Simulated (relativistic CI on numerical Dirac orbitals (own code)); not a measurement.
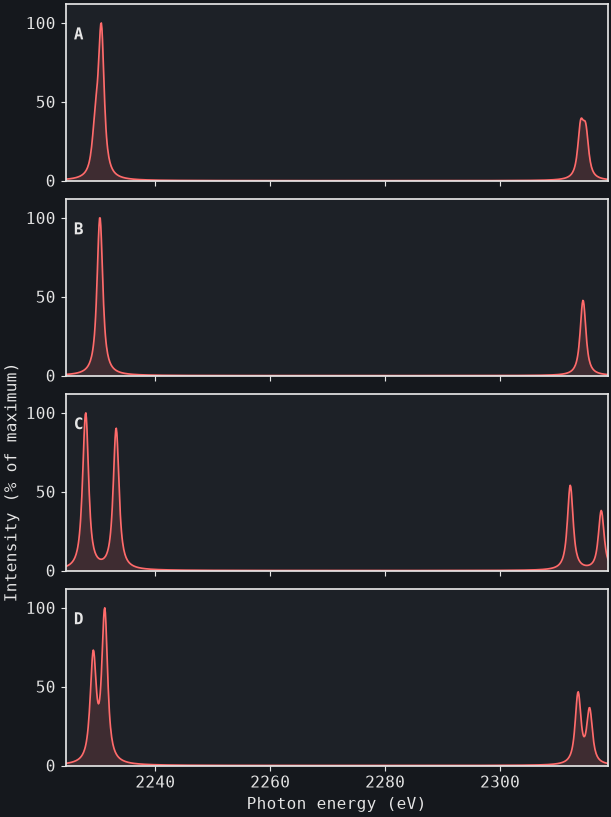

L₂,₃ X-ray absorption of Zr⁴⁺ (zirconium, Z = 40), [Kr], in 4 environments. Multiplet model: relativistic Dirac–Coulomb–Breit theory, one configuration a step, Slater integrals scaled by 0.7, 300 K, Voigt broadening (Lorentzian 0.96 eV, Gaussian 0.5 eV full widths), computed with a radial Dirac CI code.

(1) a field of Oh symmetry with 10Dq = 43,700 cm⁻¹
(2) a field of Oh symmetry with 10Dq = 16,350 cm⁻¹
(3) a field of Oh symmetry with 10Dq = 7,250 cm⁻¹
(4) no crystal field (free ion)

Q: Match the spectra to the environments.

A: A is (3), maxima at 2230.6 eV (100) and 2314.2 eV (40); B is (4), maxima at 2230.3 eV (100) and 2314.4 eV (48); C is (1), maxima at 2227.9 eV (100), 2233.2 eV (90), 2312.2 eV (54) and 2317.6 eV (38); D is (2), maxima at 2229.2 eV (73), 2231.2 eV (100), 2313.6 eV (47) and 2315.6 eV (37) (heights in % of each maximum). The ground-state spin is S = 0.00 in all.

Known limits: free-ion energies, so absolute edge positions are off by a few eV from solids.
